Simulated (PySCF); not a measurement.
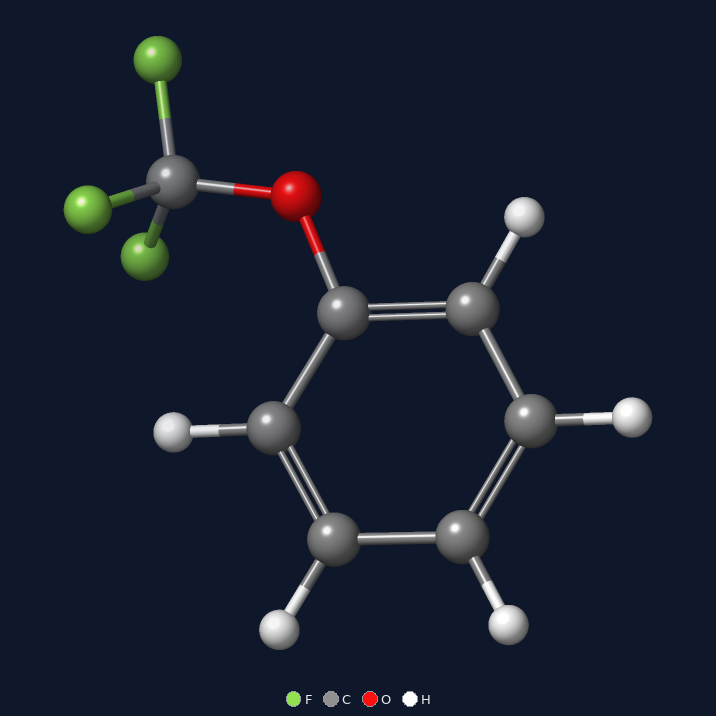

Rendered structure (ball-and-stick style). Multiple sticks mark multiple bonds (one Kekulé form).

What does the picture show?

It has 16 atoms: 7 carbon, 5 hydrogen, 3 fluorine and 1 oxygen (C7H5F3O). Its SMILES string is `FC(F)(F)Oc1ccccc1`. Independent rings (smallest set): 1 of 6 members, 1 of them aromatic. Among its groups: ether, C–F bond. Coordination: 1 C tetrahedral; 1 O bent; 6 C trigonal planar.

More results for the same structure follow; atom numbers are the same in all pictures, views and colours differ. The geometry was computed by an optimisation with PBE0-D3(BJ)/def2-SVP. No frequency run is at hand to confirm it as a minimum.

Shape

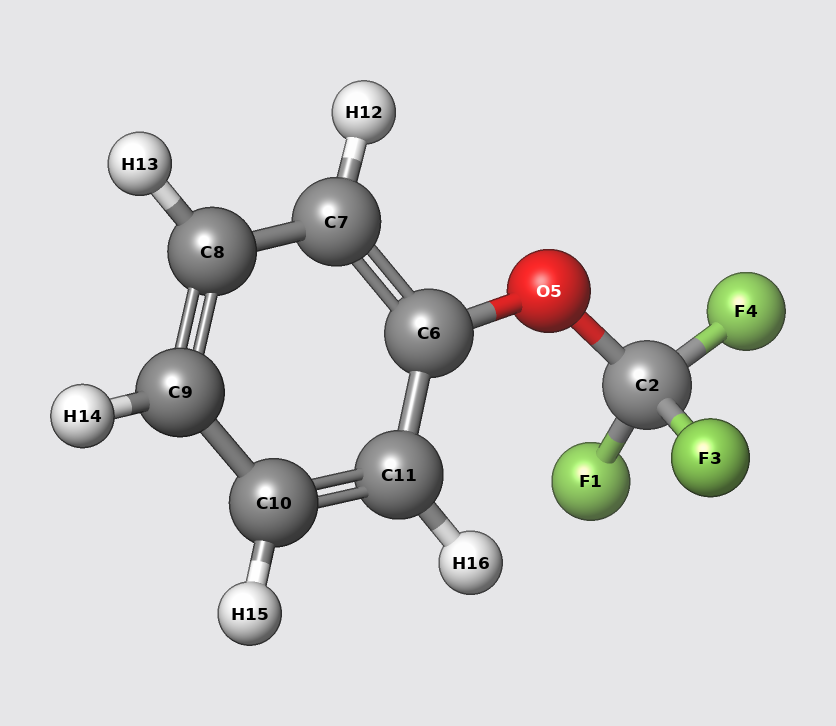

No frequency run is at hand to confirm it as a minimum.

Which atoms are bonded, and how long are the bonds?

| bond | length (Å) | order |
| --- | --- | --- |
| F1–C2 | 1.333 | single |
| C2–F3 | 1.334 | single |
| C2–F4 | 1.318 | single |
| C2–O5 | 1.344 | single |
| O5–C6 | 1.381 | single |
| C6–C7 | 1.394 | aromatic |
| C6–C11 | 1.394 | aromatic |
| C7–C8 | 1.391 | aromatic |
| C7–H12 | 1.091 | single |
| C8–C9 | 1.395 | aromatic |
| C8–H13 | 1.092 | single |
| C9–C10 | 1.392 | aromatic |
| C9–H14 | 1.092 | single |
| C10–C11 | 1.395 | aromatic |
| C10–H15 | 1.092 | single |
| C11–H16 | 1.089 | single |

Quadrupole coupling

No frequency run is at hand to confirm it as a minimum. Electric field gradients from the ground-state density, PBE0/pcSseg-1 (PySCF 2.14.0), non-relativistic apart from any core potentials.

Give the largest field-gradient component, the quadrupole coupling constant and the asymmetry for 17O at O5 (Q = −25.6 mb), 2H at H12 (Q = 2.86 mb), 2H at H13 (Q = 2.86 mb).

| atom | V_zz (a.u.) | e²qQ/h (MHz) | η |
| --- | --- | --- | --- |
| O5 | 1.981 | −11.92 | 0.62 |
| H12 | 0.305 | 0.205 | 0.07 |
| H13 | 0.303 | 0.204 | 0.06 |

Ring current

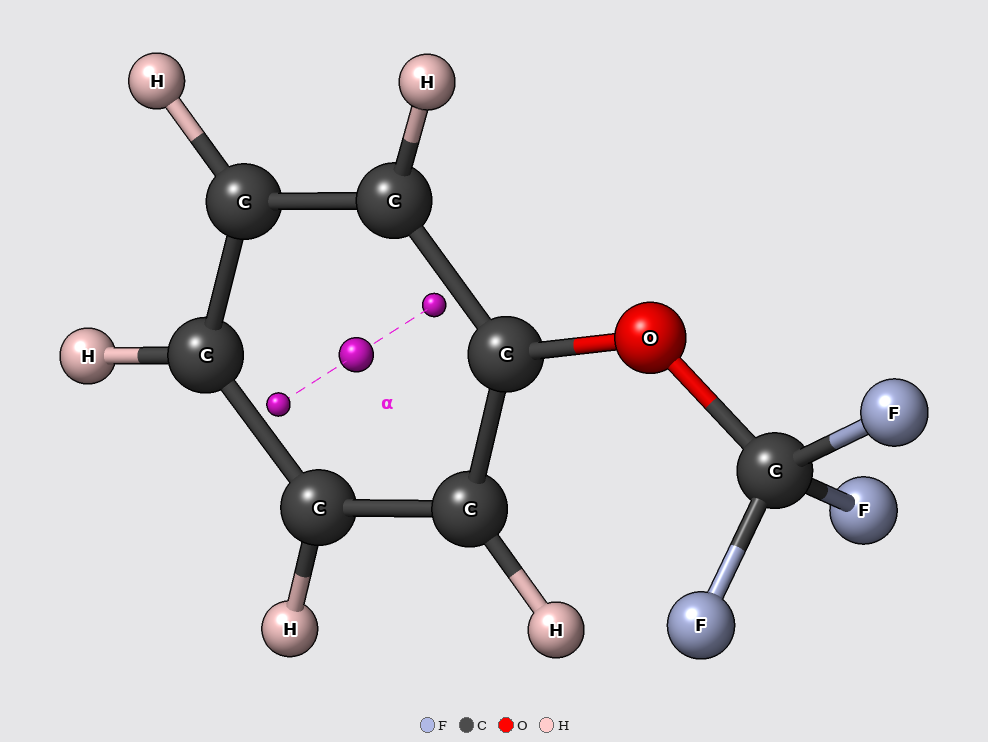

The small points mark where nucleus-independent chemical shifts (NICS) were computed: at the centre of each lettered ring and 1 Å above and below it. No frequency run is at hand to confirm it as a minimum. Properties computed with GIAO CAM-B3LYP/pcSseg-2 NMR shielding, non-relativistic, gas phase (PySCF 2.14.0).

Give NICS(0), NICS(1) and the out-of-plane component NICS(1)zz for each ring (means of the two sides).

| ring | members | NICS(0) | NICS(1) | NICS(1)zz |
| --- | --- | --- | --- | --- |
| α | C6 | −9.6 | −9.9 | −28.1 |

Values in ppm.

Question: What do the values say about the ring currents?

Answer: Ring α: diatropic, as in an aromatic ring. NICS is one index among several.

Spin–spin coupling

No frequency run is at hand to confirm it as a minimum. Properties computed with B3LYP/pcJ-1 indirect spin-spin coupling, non-relativistic, gas phase (PySCF 2.14.0). Isotopes: 13C, 19F, 1H, 17O.

Give the spin–spin coupling constants of these pairs, with the number of bonds between them: F1/C2, C2/F4, C2/F3, F1/F3, F1/O5, F1/F4, F3/F4, F3/O5, F4/O5, F1/C6, F3/C6, F4/C6.

```
  pair  bonds apart  J (Hz)
F1, C2            1  −343.2
C2, F4            1  −315.6
C2, F3            1  −342.4
F1, F3            2   −24.4
F1, O5            2     2.2
F1, F4            2    13.7
F3, F4            2    14.5
F3, O5            2     1.4
F4, O5            2   −56.3
F1, C6            3    −1.1
F3, C6            3    −1.4
F4, C6            3     5.4
```

Density functionals are unreliable for couplings to fluorine, so those rows may be far off.
